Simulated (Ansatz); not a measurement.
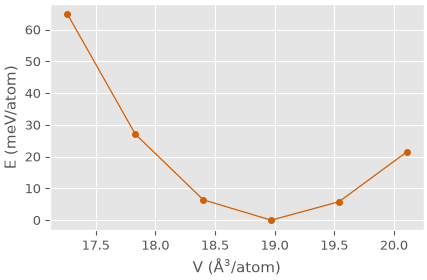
Fig. 1. SnPd in space group Pnma (No. 62; Sn on 4c, Pd on 4c) under volume change, PBEsol in the plane-wave PAW code Ansatz, shape and atoms relaxed at each volume.

Q: What does a third-order Birch–Murnaghan fit give for V₀, B₀ and B′?

A: V₀ = 18.97 Å³/atom, B₀ = 112 GPa, B′ = 4.9.

The workflow started from a Materials Project entry (that database holds measured and hypothetical structures alike); the Crystallography Open Database files this formula in space group No. 62, but the cells were not matched. Whether it is the stable phase at ambient conditions was not checked. The cell was relaxed with PBEsol under the symmetry of its start; its stability against distortions is not shown here. No spin polarisation was allowed. Spin–orbit coupling is left out wherever it is not named.

Potentials: the later of the program's two PAW sets.
